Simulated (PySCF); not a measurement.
C5H4N, SMILES [c]1cccnc1, doublet, PBE0/def2-SVP optimised geometry. Atoms within 1.6 Å of the plane z = 1.2 Å (x, y, z in Å): C1 (-0.65, 1.17, 0.00), C2 (0.73, 1.22, 0.00), C3 (1.38, -0.02, 0.00), C4 (0.60, -1.18, 0.00), N5 (-0.73, -1.18, 0.00), C6 (-1.37, 0.00, 0.00), H7 (1.28, 2.16, 0.00), H8 (2.47, -0.08, 0.00), H9 (1.08, -2.16, 0.00), H10 (-2.47, -0.03, 0.00).

Level of theory: unrestricted PBE0/def2-TZVP in PySCF.

Map of the electrostatic potential (hartree/e) on the plane z = 1.2 Å:

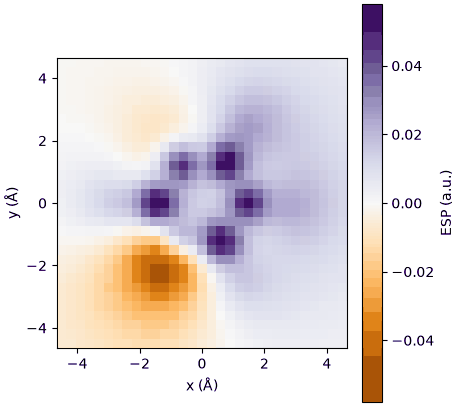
Figure. Electrostatic potential (hartree/e) on the plane z = 1.2 Å.
